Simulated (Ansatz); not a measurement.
**ZrGeS: pressure series**

Consider ZrGeS (space group P4/nmm, No. 129; a = 3.602 Å, c = 7.988 Å).

Cell and atoms are relaxed at each pressure.

Computed with PBEsol (Ansatz, a quantum-chemistry and plane-wave program; PAW; 420 eV plane waves; no spin-orbit coupling).

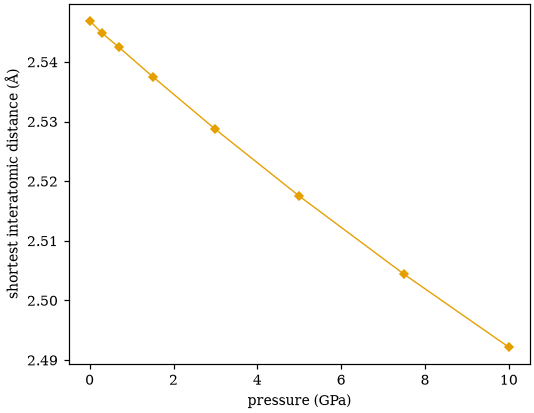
Fig. 1. Shortest interatomic distance against pressure

Task: From the plot, what is the shortest interatomic distance for pressure 10 GPa?

Result: About 2.492 Å.

Task: Is the trend monotonic over the range shown?

Result: Yes, it falls throughout, spanning 2.492 Å to 2.547 Å.

Load acts through the strain it causes; cell and atoms are relaxed under it. Stability against distortions was not tested. Competing high-pressure phases were not computed. The final runs are not spin-polarised.
